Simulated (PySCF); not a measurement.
## A study: (HBS)3 ring (B₃H₃S₃)

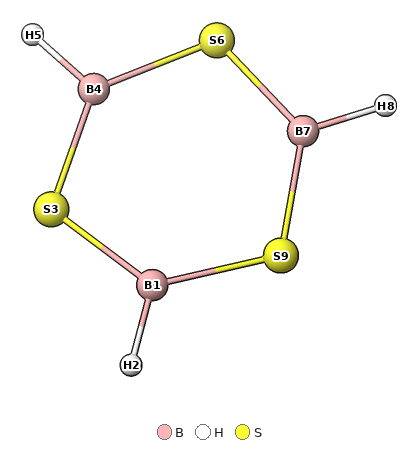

The molecule, with its atoms numbered as below. No frequency check shows the geometry to be a minimum.

Geometry (Å), atoms numbered from 1:

```
B1       0.4314    1.6431    0.0000
H2       0.7279    2.7711    0.0000
S3       1.7985    0.4912    0.0000
B4       1.2072   -1.1952    0.0000
H5       2.0362   -2.0155    0.0000
S6      -0.4739   -1.8031    0.0000
B7      -1.6387   -0.4479    0.0000
H8      -2.7638   -0.7552    0.0000
S9      -1.3246    1.3119    0.0000
```

### 1. Bonding charge

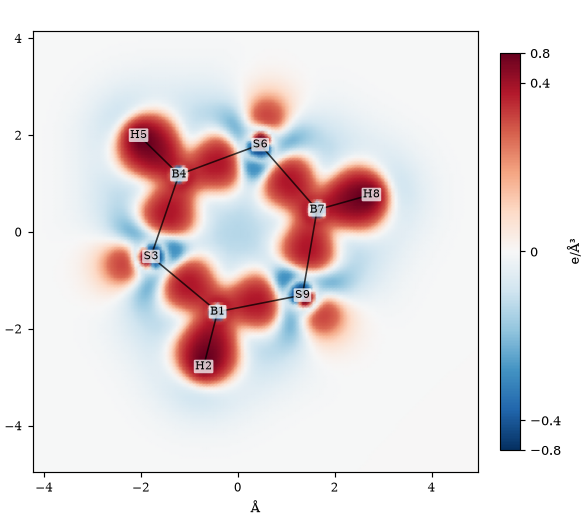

Deformation density (molecule less spherical, spin-averaged free atoms) in the molecular plane; colour scale in e/Å³, logarithmic beyond ±0.1; red: gain, blue: loss.

Method: TPSSh/def2-SVPD; geometry: GFN2-xTB; program: PySCF.

Question: How much density has each bond in this plane gained at its critical point, relative to the free atoms?

Answer: B4–H5, B1–H2 and B7–H8: +0.49 e/Å³ at the bond critical point (bond length 1.17 Å). S3–B4, B1–S9, S6–B7, B1–S3 and 2 more like them: +0.28 e/Å³ at the bond critical point (bond length 1.79 Å). In all, 2.2 electrons gather in the regions of gain relative to the promolecule.

Question: Where do the Hirshfeld charges lie?

Answer: The highest Hirshfeld charge is on B1, B4 and B7 (+0.07 e), the lowest on H2, H5 and H8 (−0.05 e).

### 2. Bond critical points

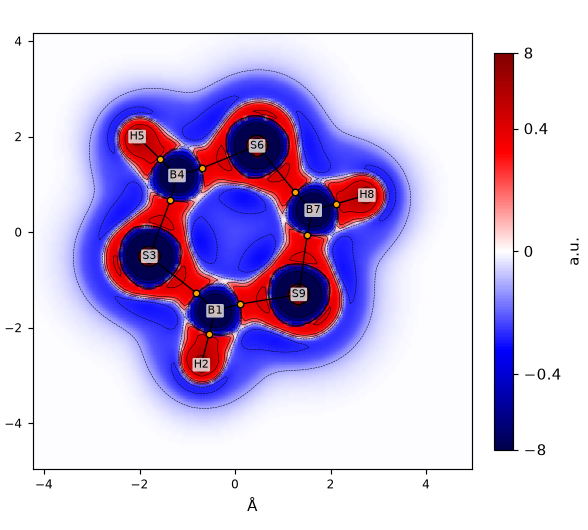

Negative Laplacian of the density (−∇²ρ) in the molecular plane (red positive, blue negative, colour scale in a.u., logarithmic beyond ±0.04), with bond paths and bond critical points (dots).

Question: Sort the bonds in the plane by the sign of ∇²ρ at their critical points.

Answer: Concentrated (∇²ρ < 0): B4–H5, B1–H2 and B7–H8 (−0.18 a.u.); S3–B4, B1–S9, S6–B7, B1–S3 and 2 more like them (−0.13 a.u.). At none is it depleted.

Question: Where along S3–B4 does the critical point lie?

Answer: 1.25 Å from S3 and 0.54 Å from B4.

### 3. Electrostatic potential

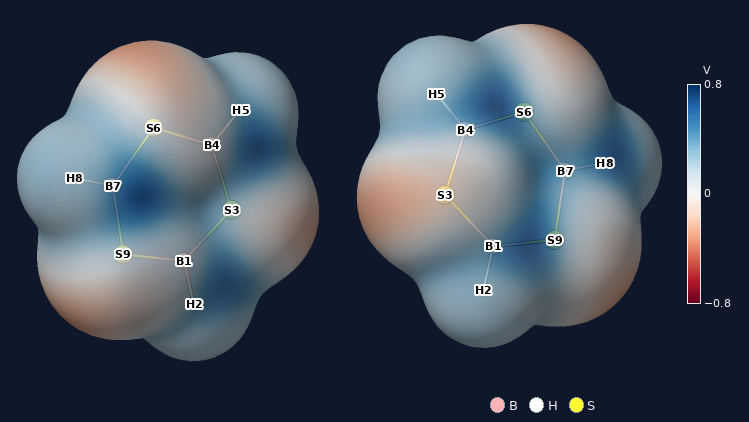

Electrostatic potential on the surface of electron density 0.001 a.u. (back view left, front view right).

Question: Where are the extremes of the potential on the surface?

Answer: Highest: 0.71 V, off the molecular plane, over B1 (1.9 Å), and at like points elsewhere. Lowest: −0.29 V, 2.2 Å from S9, and at like points elsewhere. Further minima include 0.20 V, 1.4 Å from H5, and at like points elsewhere. The surface is sampled at points, so like sites can differ by a few per cent and only the strongest of them is named.

Question: What volume does the surface enclose, and what is the dipole moment?

Answer: About 150 Å³; the dipole moment is 0.0 D.

The PySCF run shown took 71 s on 1 thread of Intel(R) Xeon(R) Processor @ 2.50GHz (Skylake/Cascade Lake) (shared host).
